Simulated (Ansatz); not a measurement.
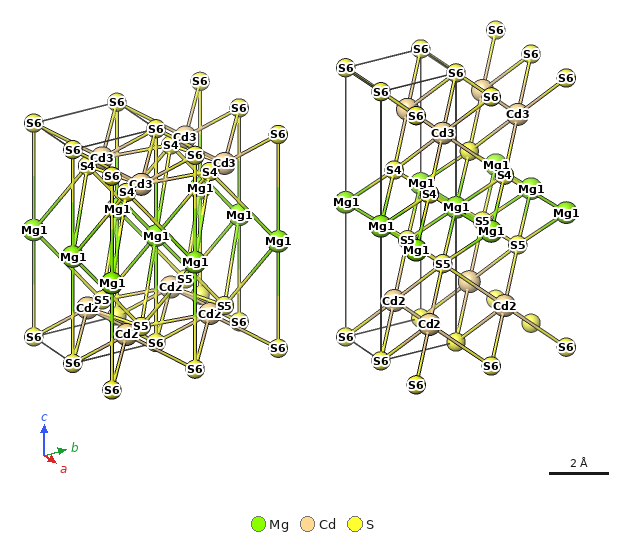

Two geometries of solid MgCd2S3 (a generated structure, set up in P-3m1) (coarse preliminary run), drawn at one scale. One is the start of a relaxation, the other its converged end. The picture is a ball-and-stick view of the cell of the calculation, repeated 2 × 2 × 1 with one cell outlined, seen slightly off an axis.

Method: DFT PBE, scalar-relativistic, plane waves, PAW in Ansatz. Set-up: plane-wave cutoff 420 eV; k-point mesh 6 × 6 × 4; occupations gaussian; smearing width 0.1 eV; no spin polarisation; cell and atoms relaxed; force threshold 0.04 eV/Å; at most 70 steps.

**Which one is relaxed?**

The right one is the relaxed one. The largest moves relative to the cell, 1.82 Å, are those of S4 and S5. S4 goes along −c. Largest moves by element: S 1.82 Å, Cd 0.14 Å. Mg stays in place. The drawn cell changes as follows: a = b 4.243 → 3.827 Å (−9.8 %), c 7.450 → 9.380 Å (+25.9 %); the volume changes by +2.4 %. Some distances before and after: Cd2–S4 2.498 → 4.832 Å, S4–S6 2.691 → 3.911 Å, Mg1–S6 3.725 → 4.690 Å, Mg1–S4 3.580 → 2.650 Å. Bonds break, among them: Cd2–S4 (2.50 → 4.83 Å), Cd3–S5 (2.50 → 4.83 Å). Among the angles between lasting bonds that change: S5–Cd2–S6 144.2° → 179.7°, S5–Cd2–S6 60.9° → 91.2°, Cd3–S4–Cd3 118.8° → 88.6°. The space group stays P-3m1 (No. 164). Over 15 accepted moves (17 points after the start) the energy falls by 8.142 eV per cell of the calculation. Largest force component: 2.8 eV/Å at the start, 0.0072 eV/Å at the end. Pressure: 19.70 GPa at the start and 0.00 GPa at the end. The SCF was repeated twice at an unchanged geometry on a basis and grid sized afresh for the cell, which shifted the energy by 55.5 meV per cell of the calculation at most.
